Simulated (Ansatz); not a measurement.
# (SiC)2(GaN)1 [001] superlattice, started as zinc blende: phonons and vibrational spectra, part 2 of 3

Aim: the vibrations of (SiC)2(GaN)1 [001] superlattice, started as zinc blende, their spectra, and whether the structure is stable.

Ansatz 0.2.0; DFT PBE, scalar-relativistic, plane waves, PAW.

So far. Step 4 (Relaxing to small forces for the phonons): The largest force component left is 0.24 meV/Å and the pressure is 0.000 GPa, within the tolerances set. The cell now holds 10.84 Å³/atom. The relaxed cell has a, b, c = 3.126, 3.127, 13.304 Å (conventional setting).

The structure was built from a prototype and need not be the compound's stable phase.

## (5) Modes at Γ

The zone centre is the only wavevector solved here; it holds the modes that light can see, as far as symmetry allows. The response to a homogeneous field gives the Born charges and the dielectric tensor, and its change with displacement the Raman tensors.

The input, input.yaml:

```yaml
crystal:
  lattice:
    - [2.2107151552, 2.2107151552, 0.0]
    - [-2.2113376612, 2.2113376612, 0.0]
    - [2.2110264082, -0.000311253, 6.6520506279]
  atoms:
    - { symbol: C, position: [0.4200168915, 0.0799831085, 0.1599662169] }
    - { symbol: C, position: [0.7576885774, 0.7423114226, 0.4846228451] }
    - { symbol: Ga, position: [0.6697015519, 0.3302984481, 0.6605968961] }
    - { symbol: "N", position: [0.0708100398, 0.4291899602, 0.8583799203] }
    - { symbol: Si, position: [-0.0029160828, 0.0029160828, 0.0058321656] }
    - { symbol: Si, position: [0.3346990222, 0.6653009778, 0.3306019557] }
kpoints:
  mp_grid: { grid: [8, 8, 8] }
hamiltonian:
  xc: pbe
scf:
  occupations: { method: fixed }
output:
  eigenvalues: true
phonons:
  method: dfpt
  dielectric: true
  rigid_motions: translations
  raman: true
```

Launch:

```bash
$ ansatz run input.yaml --threads 8 --pin off --max-ram 14336MiB --backend cpu --events-out ev --progress --plain --runs-dir out
```

Numbers of over 12 decimals in the logs are rounded to 6 here.

What it wrote:

```text
Warning: crystal.symmetry: narrowed to the stabiliser of the run's FFT grids — unitary ops 4 → 1. A phonons.method: dfpt run fills in the rows of the dynamical matrix that it does not solve by its symmetry operations, which is exact only for operations that map its FFT grids onto themselves: filled in by any other, the frequencies could depend on the order in which like atoms are typed, or, by more than the grids' own error, on where the crystal sits among the grids' points. Excluded: 3 operations. The run can therefore solve more perturbations, solve them on more k-points, or both, and cost more. [rest of the remark cut]
[...]
Crystal: 6 atoms, lattice volume = 65.039 Å³
Basis set: ecut = 420 eV, 1275 PW (Γ), exchange–correlation on 48×48×96 points (8 copies of the dense FFT grid, shifted against one another)
Bands: 23, of which v1, the nominal top of the filled ones, is band 17 counted from 1 (16 counted from 0)
Symmetry: 4 space group operations
k-points: 260 of 512 (irreducible under 1 space group operation, time reversal used)
[...]
SCF iter   1: F=—  HF=-5941.978546 eV  |F-HF|=—  |Δ(HF+E_count)|=         —  Δρ=3.77e-3  dr2=3.04e-2  ethr=1.77e-3  ⟨swp⟩=4.1  Hψ=25784  notcnv=0  defer=1021
[...]
SCF iter  11: F=-5941.972228 eV  HF=-5941.972228 eV  |F-HF|=5.46e-11  |Δ(HF+E_count)|=  1.73e-11  Δρ=2.12e-7  dr2=7.41e-11  ethr=1.00e-12  ⟨swp⟩=12.4  Hψ=37732  notcnv=0
SCF 1 converged in 11 iterations: F = -5941.972228 eV  dr2 = 7.41e-11
[...]
NSCF: frozen V_eff on 4 k-points
DFPT response loops at Γ: preconditioner auto → Resta (q_TF=auto, 2.449 Å⁻¹)  ε∞=7.6 (no band partly filled); β = 1.00, the filter's whole step (`scf.mixing.beta` (0.50) is not read by the response loops at its default; to damp them type it under 1.00, their step now; it binds the ground state too); Broyden in place of MSR1
── the response to a field inside a basis, on 12×12×8 k-points: an SCF that follows is theirs, and a resumed run solves both again ──
Bands: 18, of which v1, the nominal top of the filled ones, is band 17 counted from 1 (16 counted from 0)
k-points: 576 of 1152 (irreducible under 1 space group operation, time reversal used)
[...]
Eigensolver: Dense (576 Hₖ)
SCF iter   1: F=—  HF=-5941.965277 eV  |F-HF|=—  |Δ(HF+E_count)|=         —  Δρ=3.00e-4  dr2=1.64e-5  ethr=1.00e-1
[...]
SCF iter   8: F=-5941.965285 eV  HF=-5941.965285 eV  |F-HF|=2.73e-12  |Δ(HF+E_count)|=  4.46e-11  Δρ=2.33e-7  dr2=1.63e-11  ethr=1.19e-12
SCF 1 converged in 8 iterations: F = -5941.965285 eV  dr2 = 1.63e-11
[...]
WARN: field response: the Raman tensors and χ⁽²⁾ stand inside a basis, whose 12×12×8 points do not settle the susceptibility there: take them as unconverged, whatever they are read to err by, and compare with a denser kpoints.mp_grid
WARN: field response: inside a basis, on 12×12×8 points, no mesh in reach settles it: take ε∞, Z* and everything formed from them with what they may err, as stated (eps_inf_uncertainty, zstar_uncertainty_e), and compare with field_mesh: kpoints on a denser kpoints.mp_grid
WARN: field response: ε∞ stands inside a basis, on 12×12×8 points; the force constants stand on the 8×8×8 k-mesh, whose period is 12.29 times the interband length at k = (0.0000, 0.0000, -0.5000), direct gap 1.514 eV, under 14: take them and everything formed from them as unconverged, and compare with a denser kpoints.mp_grid
SCF converged after 11 iterations
Free energy (F): -5941.972228 eV
[...]
Internal energy: -5941.972228 eV  (E = F + TS)
E sigma→0 (E₀):  -5941.972228 eV
Fermi energy:    10.313062 eV
[...]
--- Band table (eV; the first three rows and the last of 260) ---
  k-point 0: bands = [... 13 lower, 7.5789, 9.1030, 9.3314, 10.1638, 11.8228, 12.8255, 14.1693, 14.7767, ... 2 higher]
  k-point 1: bands = [... 13 lower, 7.6148, 8.9406, 9.2615, 10.1180, 11.7099, 13.0839, 14.1786, 14.8313, ... 2 higher]
  k-point 2: bands = [... 13 lower, 7.7053, 8.5302, 9.0682, 10.0041, 11.5268, 13.6292, 14.1712, 15.0385, ... 2 higher]
  k-point 259: bands = [... 13 lower, 5.5933, 5.6757, 6.6913, 6.8612, 11.3945, 13.4820, 14.2577, 14.4118, ... 2 higher]
--- Phonons (Γ-DFPT): 18 representative perturbations + reference, on 260 of 512 k-points (Σ response iterations 60) ---
  ASR residual: 2.320e-4 → 0.000e0 eV/Å²; symmetrization residual: 1.146e-6 eV/Å²
  The last average, over the group as it would stand without the narrowing to the FFT grids, took up to 9.797e-6 eV/Å² of the zone centre's force constants
  ASR residual per site (eV/Å²): 8.26e-5 2.32e-4 3.82e-5 5.81e-5 1.28e-5 2.52e-5
  Γ frequencies (cm⁻¹): 0.00 0.00 0.00 196.87 216.45 302.26 311.72 342.02 467.24 505.63 621.04 647.50 694.70 705.86 785.37 813.55 818.63 826.50
  ε∞ (high-frequency dielectric tensor):
        6.684150    -0.027715     0.000000
       -0.027715     6.684150    -0.000000
        0.000000    -0.000000     6.856423
  ε⁰ (static dielectric tensor: ions relaxed, cell fixed):
       11.178550    -0.002652     0.000000
       -0.002652    11.178550    -0.000000
        0.000000    -0.000000    11.276959
  ε⁰ − ε∞ (ionic part):
        4.494400     0.025063     0.000000
        0.025063     4.494400    -0.000000
        0.000000    -0.000000     4.420536
  softest optical mode at Γ: 196.87 cm⁻¹; the repairs (sum rule, projections) moved no ω² at Γ by more than (3.26 cm⁻¹)²
  Born effective charges Z* (e; rows j = field, columns β = displacement):
    site 0:
        -2.72254   -0.05830    0.00000
        -0.05830   -2.72254    0.00000
         0.00000   -0.00000   -2.59495
    site 1:
        -2.68789   -0.11506    0.00000
        -0.11506   -2.68789    0.00000
        -0.00000   -0.00000   -2.49120
    site 2:
         2.33625    0.01511    0.00000
         0.01511    2.33625   -0.00000
        -0.00000   -0.00000    2.83067
    site 3:
        -2.84446    0.21376   -0.00000
         0.21376   -2.84446    0.00000
        -0.00000   -0.00000   -3.20523
    site 4:
         3.18658   -0.13771   -0.00000
        -0.13771    3.18658    0.00000
         0.00000    0.00000    3.04257
    site 5:
         2.73207    0.08220    0.00000
         0.08220    2.73207   -0.00000
         0.00000    0.00000    2.41815
  Z* charge neutrality: 6.550e-3 e pre-enforcement
  solved inside a basis spanned on kpoints, on 12×12×8 k-points, which do not settle them: ε∞ is read to err by 4.3e-2, Z* by 2.4e-2 e (field_mesh: kpoints solves on kpoints); Z* is corrected for what the basis lacks
  Raman tensors (in the event stream and the table raman_tensors.tsv): an entry may err by 3.0e1 Å², one of the second-order susceptibility by 2.2e1 pm/V (basis, points and sum rule); their sum over the sites missed zero by 9.548e-5 Å² ahead of its enforcement
  optical modes at Γ without the LO–TO term, one row a degenerate level:
      ω (cm⁻¹)  modes    IR ((D/Å)²/amu)  static Raman (Å⁴/amu)  depolarisation
        196.87      1             0.7442                 0.6285           0.750
        216.45      1             0.0006                 0.8059           0.750
        302.26      1             0.0286                 3.0169           0.750
        311.72      1             0.0031                 3.2738           0.750
        342.02      1             1.8001                53.3087           0.056
        467.24      1             0.4951                20.7278           0.016
        505.63      1            13.4245                 0.9474           0.750
        621.04      1            32.5628                44.0438           0.750
        647.50      1            39.8871                 3.8063           0.247
        694.70      1             0.0572                 4.5941           0.750
        705.86      1            25.7588                22.0861           0.750
        785.37      1            11.2626                 0.4831           0.750
        813.55      1            11.8160                20.8177           0.746
        818.63      1            31.8551                22.6674           0.750
        826.50      1             2.8373               144.1277           0.077
  optical modes at Γ + LO–TO along q̂ = [1.0000, 0.0000, 0.0000]:
      ω (cm⁻¹)  modes    IR ((D/Å)²/amu)  static Raman (Å⁴/amu)  depolarisation
        199.59      1             0.5203                 1.3742           0.750
        216.45      1             0.0003                 0.7929           0.750
        302.32      1             0.0200                 3.2633           0.750
        311.72      1             0.0019                 3.2165           0.750
        342.02      1             1.8001                53.3087           0.056
        467.24      1             0.4951                20.7278           0.016
        519.98      1            12.2930                 7.5000           0.750
        647.50      1            39.8871                 3.8063           0.247
        650.84      1             9.5923                18.0955           0.750
        694.72      1             0.0062                 5.2282           0.750
        737.67      1            40.2799                31.4628           0.750
        793.86      1             1.3497                 3.9554           0.750
        813.55      1            11.8160                20.8177           0.746
        826.50      1             2.8373               144.1277           0.077
        916.99      1            51.6338               154.0311           0.750
  optical modes at Γ + LO–TO along q̂ = [0.0000, 1.0000, 0.0000]:
      ω (cm⁻¹)  modes    IR ((D/Å)²/amu)  static Raman (Å⁴/amu)  depolarisation
        199.59      1             0.5203                 1.3742           0.750
        216.45      1             0.0003                 0.7929           0.750
        302.32      1             0.0200                 3.2633           0.750
        311.72      1             0.0019                 3.2165           0.750
        342.02      1             1.8001                53.3087           0.056
        467.24      1             0.4951                20.7278           0.016
        519.98      1            12.2930                 7.5000           0.750
        647.50      1            39.8871                 3.8063           0.247
        650.84      1             9.5923                18.0955           0.750
        694.72      1             0.0062                 5.2282           0.750
[...]
optical modes at Γ + LO–TO along q̂ = [0.0000, 0.0000, 1.0000]:
      ω (cm⁻¹)  modes    IR ((D/Å)²/amu)  static Raman (Å⁴/amu)  depolarisation
[...]
311.72      1             0.0031                 3.2738           0.750
        348.96      1             0.5550                48.7122           0.087
        468.49      1             0.1200                21.3258           0.009
        505.63      1            13.4245                 0.9474           0.750
        621.04      1            32.5628                44.0438           0.750
        694.70      1             0.0572                 4.5941           0.750
        705.86      1            25.7588                22.0861           0.750
        736.77      1            12.1258                15.8123           0.241
        785.37      1            11.2626                 0.4831           0.750
        818.63      1            31.8551                22.6674           0.750
        823.85      1             0.2291               124.6541           0.160
        899.19      1            43.8058               220.8962           0.142
```

Elapsed: 4.3 min, on 8 threads of AMD EPYC 9R45, shared host; peak memory 6.4 GiB; 32 min of CPU time.

Numbers from this step:

```yaml
sum_rule_residual_before_enforcement: 2.32e-4 eV/Å²
miss_of_the_charge_sum_rule: 0.006550 e
estimated_error_of_the_dielectric_tensor: 0.04316
estimated_error_of_the_born_charges: 0.02358 e
point_group: mm2
highest_optical_mode_at_the_zone_centre_no_lo_to_term: 826.5 cm⁻¹
lowest_optical_zone_centre_mode: 196.9 cm⁻¹
mean_high_frequency_dielectric_constant: 6.742
largest_born_charge_third_of_the_trace: 3.139 e
mean_static_dielectric_constant: 11.21
top_of_the_zone_centre_spectrum_with_the_field: 917.0 cm⁻¹
```

Without the LO-TO term. Patterns of degenerate modes are one choice out of their space. Modes at Γ, with each element's share of the kinetic energy:

```
mode  frequency (cm⁻¹)  symmetry  C %  Ga %  N %  Si %
   1               0.0  acoustic   15    43    9    34
   2               0.0  acoustic   15    43    9    34
   3               0.0  acoustic   15    43    9    34
   4             196.9        B1   13    54    0    33
   5             216.4        B2    8    46    8    38
   6             302.3        B1   20     1    4    75
   7             311.7        B2    7     3    8    81
   8             342.0        A1   13    53    3    31
   9             467.2        A1   10     1   21    68
  10             505.6        B1    3     3   87     7
  11             621.0        B2    3     0   69    28
  12             647.5        A1   21     2   52    25
  13             694.7        B2   87     4    3     6
  14             705.9        B2   80     5    2    12
  15             785.4        B1   74     0    0    25
  16             813.5        A1   60     0   13    27
  17             818.6        B1   75     0    0    25
  18             826.5        A1   81     1    2    16
```

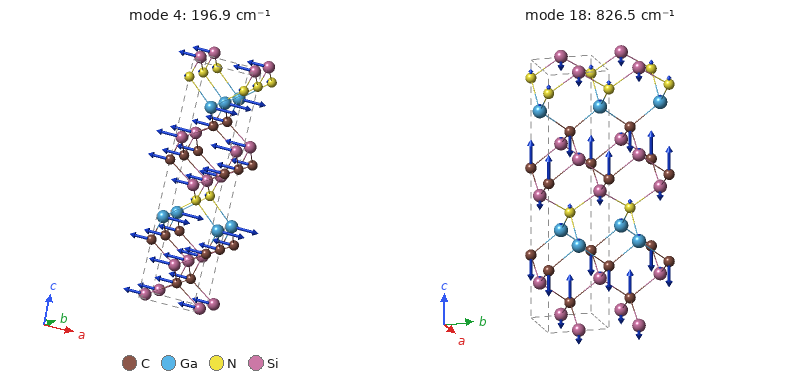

Displacement patterns of modes 4 and 18 at Γ; arrows are exaggerated. 1×2×1 conventional cells are drawn. Some periodic images of atoms are drawn too.

High-frequency dielectric tensor, which the program warns is not settled by the k meshes in reach. Tensor:

```
        x       y      z
x   6.684  -0.028      0
y  -0.028   6.684      0
z       0       0  6.856
```

Static dielectric tensor, which the program warns is not settled by the k meshes in reach. Tensor:

```
        x       y      z
x   11.18  -0.003      0
y  -0.003   11.18      0
z       0       0  11.28
```

Optical modes at the zone centre, without and with the macroscopic field of the longitudinal modes; each column is sorted by frequency, so a row need not hold one and the same mode. Modes with and without the field, by row:

```
rank among optical modes  no field (cm⁻¹)  q along (1, 0, 0) (cm⁻¹)  q along (0, 0, 1) (cm⁻¹)
                       1            196.9                     199.6                     196.9
                       2            216.4                     216.4                     216.4
                       3            302.3                     302.3                     302.3
                       4            311.7                     311.7                     311.7
                       5              342                       342                       349
                       6            467.2                     467.2                     468.5
                       7            505.6                       520                     505.6
                       8              621                     647.5                       621
                       9            647.5                     650.8                     694.7
                      10            694.7                     694.7                     705.9
                      11            705.9                     737.7                     736.8
                      12            785.4                     793.9                     785.4
                      13            813.5                     813.5                     818.6
                      14            818.6                     826.5                     823.9
                      15            826.5                       917                     899.2
```

Born charge (rows field, columns displacement) (e), principal values of the symmetric part by kind of site:

```
atom  atoms with these values    low  middle   high   mean
  C1                        1  -2.78   -2.66  -2.60  -2.68
  C2                        1  -2.80   -2.57  -2.49  -2.62
 Ga3                        1   2.32    2.35   2.83   2.50
  N4                        1  -3.21   -3.06  -2.63  -2.96
 Si5                        1   3.04    3.05   3.32   3.14
 Si6                        1   2.42    2.65   2.81   2.63
```

In full for C1:

```
-2.72 -0.06  0.00
-0.06 -2.72  0.00
 0.00  0.00 -2.60
```

Transverse modes. Infrared lines, with heights relative to the strongest:

```
position (cm⁻¹)  label  relative intensity
            197     B1                 1.9
            216     B2                 0.0
            302     B1                 0.1
            312     B2                 0.0
            342     A1                 4.5
            467     A1                 1.2
            506     B1                  34
            621     B2                  82
            648     A1                 100
            695     B2                 0.1
            706     B2                  65
            785     B1                  28
            814     A1                  30
            819     B1                  80
            826     A1                 7.1
```

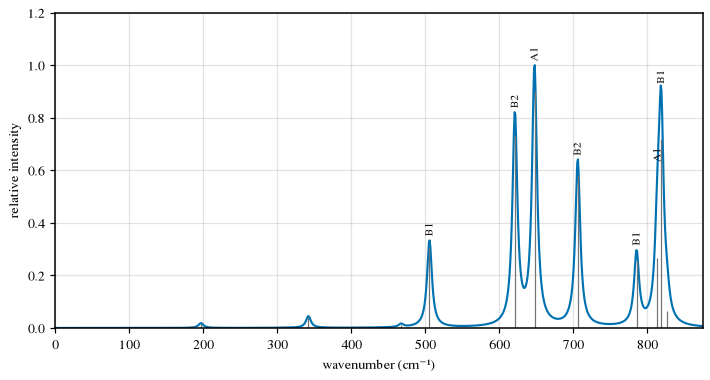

The infrared spectrum, broadened with Lorentzians of width 8 cm⁻¹; bars mark the lines.

Activity x (w_L - w)^4 (n + 1)/w, 532 nm, 300 K; the log calls the Raman tensors unconverged in the k mesh, so the heights are rough; the tensors are static ones, while 532 nm light lies above the computed direct gap, where resonance would change the heights; modes without the macroscopic field alone. Lines of the Raman spectrum (strongest = 100):

```
position (cm⁻¹)  label  relative intensity
            197     B1                 2.8
            216     B2                 3.1
            302     B1                 6.8
            312     B2                 7.0
            342     A1                 100
            467     A1                  25
            506     B1                 1.0
            621     B2                  36
            648     A1                 3.0
            695     B2                 3.3
            706     B2                  15
            785     B1                 0.3
            814     A1                  12
            819     B1                  13
            826     A1                  83
```

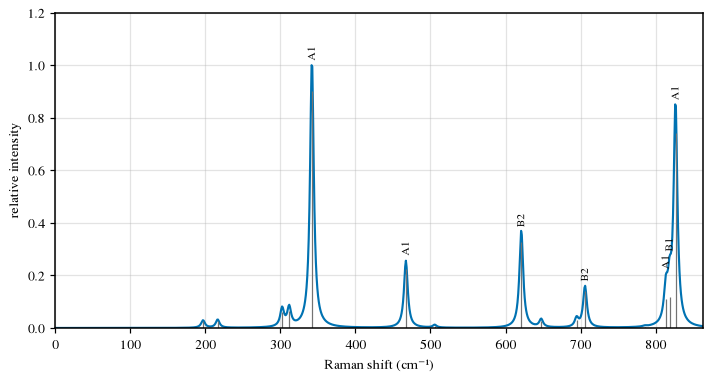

The Raman spectrum, broadened with Lorentzians of width 6 cm⁻¹; bars mark the lines.

Before it was imposed, the acoustic sum rule was missed by 2.3e-4 eV/Å² and the charge sum rule by 0.0066 e. Small misses are needed for a sound result but don't prove that mesh and cutoff are converged. The lowest optical mode is real, 197 cm⁻¹.

The log warns of the k mesh: “the force constants stand on the 8×8×8 k-mesh, whose period is 12.29 times the interband length at k = (0.0000, 0.0000, -0.5000), direct gap 1.514 eV, under 14: take them and everything formed from them as unconverged”.

## (6) Another isotope, element C, natural mass 12.011 amu

An isotope changes the mass and not the force constants, so no new electronic calculation is needed; the shifts show which modes move this element.

(Part 2 of 3 ends here.)

[Logs are printed without paths, hosts, clocks, repeated set-up lines and the standing remarks that a program may print on its own settings, such as how far it seeks lower states.]

[Hosts, paths, dates, database ids (printed as entryN), source tags and the programs' standing remarks are cut or masked in the printed files.]
